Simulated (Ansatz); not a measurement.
BH7NPSi (SMILES NPB[SiH3])

Input file:

```
crystal:
  periodic: [false, false, false]
  atoms:
    - {symbol: N, position_ang: [-0.619365, 2.469129, -0.469032]}
    - {symbol: P, position_ang: [-0.780097, 0.826232, -0.174908]}
    - {symbol: B, position_ang: [0.615813, -0.253933, -0.510965]}
    - {symbol: Si, position_ang: [0.544441, -2.069923, 0.327764]}
    - {symbol: H, position_ang: [-0.016458, 3.019231, 0.121144]}
    - {symbol: H, position_ang: [-1.445510, 2.968331, -0.754262]}
    - {symbol: H, position_ang: [-1.296235, 0.602503, 1.120396]}
    - {symbol: H, position_ang: [1.423207, 0.054987, -1.333700]}
    - {symbol: H, position_ang: [0.543961, -3.160798, -0.687229]}
    - {symbol: H, position_ang: [1.750181, -2.260079, 1.186267]}
    - {symbol: H, position_ang: [-0.654536, -2.252581, 1.195126]}
basis:
  gaussian: {orbitals: def2-TZVPP}
hamiltonian: {xc: pbe0, dispersion: d4}
output: {orbitals: {seedname: orbitals}}
```

Run with:

```sh
ansatz run in.yaml --threads 2 --pin off --events-out ev --progress --plain --max-ram 4352MiB
```

Geometry: PBE0-D4/def2-TZVP.

Computed with RKS PBE0-D4/def2-TZVPP (Ansatz 0.2.0).

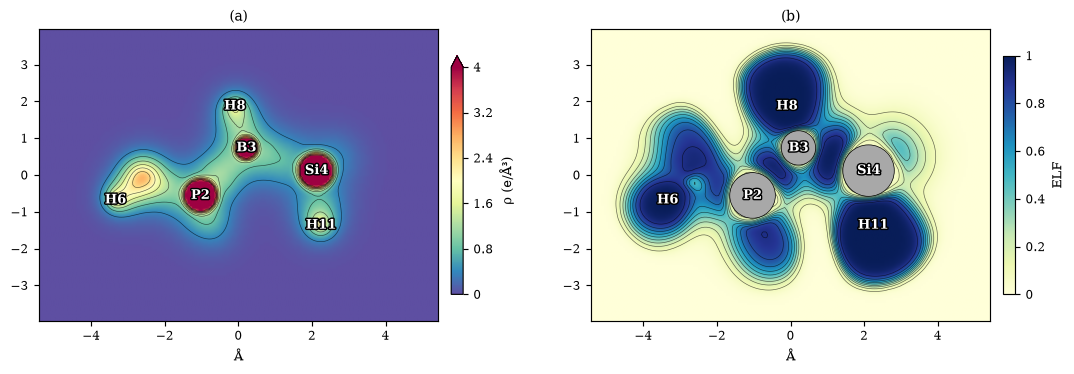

Figure 1. (a) electron density; (b) ELF on the plane of atoms P2, B3 and Si4. Grey discs cover the atomic cores in the ELF map.

Q: What does the map show?

A: Atoms in the plane: P, B, Si and H.
B–P (1.80 Å): ρ at the midpoint is about 1.2 e/Å³; the ELF peaks at about 0.95 between the atoms: a covalent bond.
Si–B (2.00 Å): ρ is about 0.79 e/Å³ halfway; the ELF peaks at about 1 between the atoms (a shared electron pair).
B–H (1.19 Å): the density is about 1.2 e/Å³ at the midpoint; the ELF climbs to about 1 towards the hydrogen, as it does in any bond to H (a covalent bond by its length).
Si–H (1.49 Å): ρ is about 0.79 e/Å³ halfway; the ELF climbs to about 1 towards the hydrogen.
The ELF also peaks beside N1, away from the bonds: lone-pair regions.

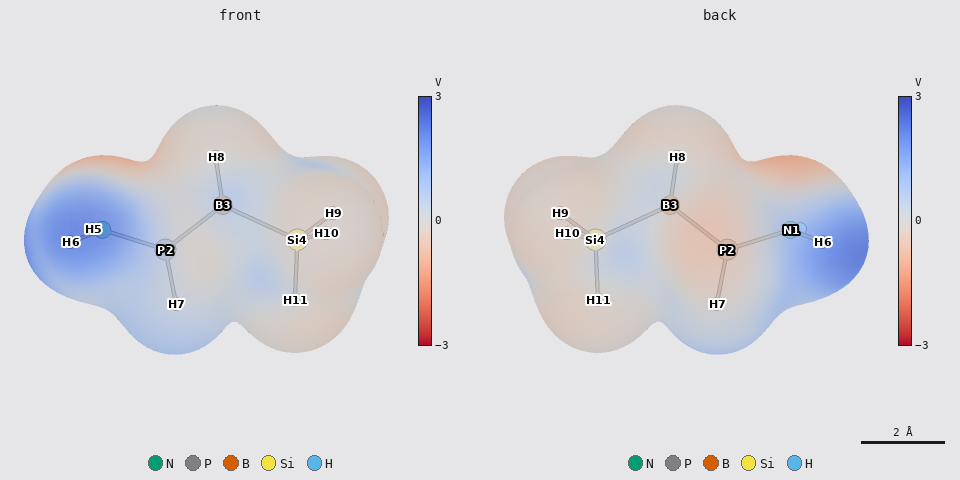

Figure 2. The electrostatic potential painted on the density surface at 0.002 e/bohr³, seen from the front and from behind; the colour scale runs from red (negative) to blue (positive).

Q: Describe the electrostatic potential map.

A: The most negative region (about −1.0 V) lies over N1, the most positive (about +2.2 V) over H5 and H6.

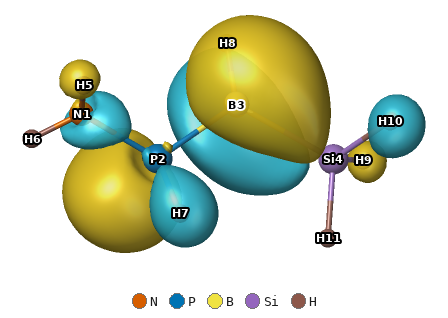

Figure 3. The LUMO at ±0.1 Å⁻³ᐟ² (yellow and cyan are the two phases), seen at an oblique angle.

Q: Where does this orbital lie, and at what energy?

A: By Hirshfeld shares it lies mainly on B3 (about 40 %), P2 (about 25 %) and Si4 (about 10 %). Its energy is −1.83 eV.
